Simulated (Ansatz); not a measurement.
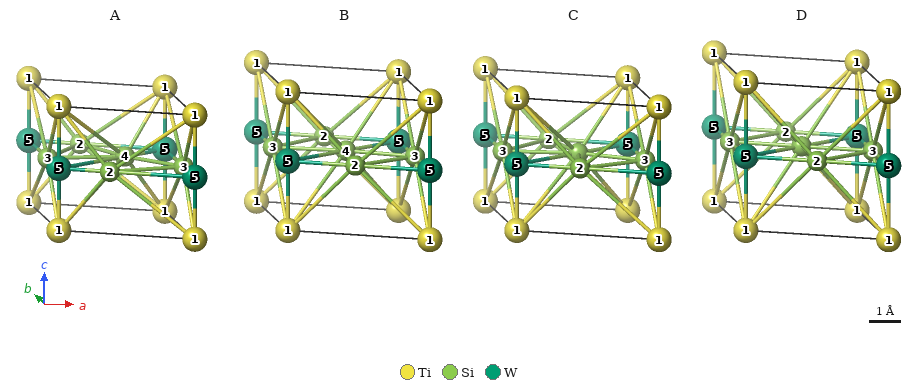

4 geometries from one relaxation of solid TiSi3W (a generated structure, set up in P-62m) (coarse preliminary run), in shuffled order. The picture is a ball-and-stick view of the cell of the calculation, seen from a free direction.

Level of theory: DFT PBE, scalar-relativistic, plane waves, PAW in Ansatz. (plane-wave cutoff 420 eV; k-point mesh 6 × 6 × 4; occupations gaussian; smearing width 0.1 eV; no spin polarisation; cell and atoms relaxed; force threshold 0.04 eV/Å; at most 70 steps)

### Put them in the order of the run, from the start to the converged end.

A, C, B, D. They are steps 0, 2, 3, 10, at +3863 meV per atom, +498 meV per atom, +125 meV per atom relative to the last. The largest moves relative to the cell, 0.62 Å, are those of Si2, Si3 and Si4. Si2 goes along +a. Ti and W stay in place. The drawn cell changes as follows: a = b 4.730 → 4.969 Å (+5.0 %), c 4.192 → 5.006 Å (+19.4 %); the volume changes by +31.7 %. Some distances before and after: Si2–Si3 3.082 → 4.304 Å, Ti1–Si2 2.750 → 3.527 Å, Si2–W5 1.779 → 2.485 Å, Si2–W5 (another image) 2.951 → 2.484 Å. Bond angles that change, for instance: Si2–Si3–Si4 166.4° → 119.9°, Si2–Si3–Si4 73.6° → 120.1°, Si2–Si3–Si2 133.6° → 179.9°. The space group (tolerance 0.01 Å) goes from P-62m (No. 189) to P6/mmm (No. 191). The energy falls by 3863 meV per atom in 8 accepted moves (10 points after the start). The largest force component goes from 24 to 0.011 eV/Å. The pressure goes from 100.14 to 0.15 GPa. At 2 points the geometry stayed and the basis and grid were re-selected for the new cell (energy shift of 8.9 meV per atom at most each time). Cost: 69 s on 1 thread of Arm Neoverse V1, on a shared host, peak memory 0.38 GiB.

Limits of the set-up: the k-point mesh is coarse for a cell with partly filled bands.
